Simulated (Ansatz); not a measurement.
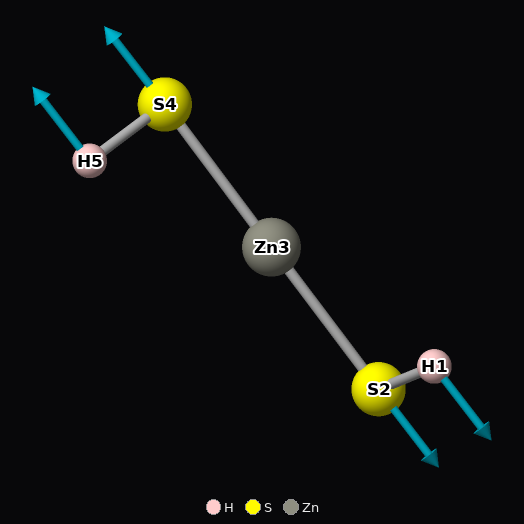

The arrows show one normal mode. Harmonic vibrations computed with RKS PBE0-D4/def2-TZVP (Ansatz 0.2.0) at a stationary point of the same level.

### What kind of motion is it?

Mostly in-phase stretching of 2 Zn–S bonds.

### Estimate its harmonic wavenumber.

332 cm⁻¹; it is mode 4 of 9 counted from the lowest.
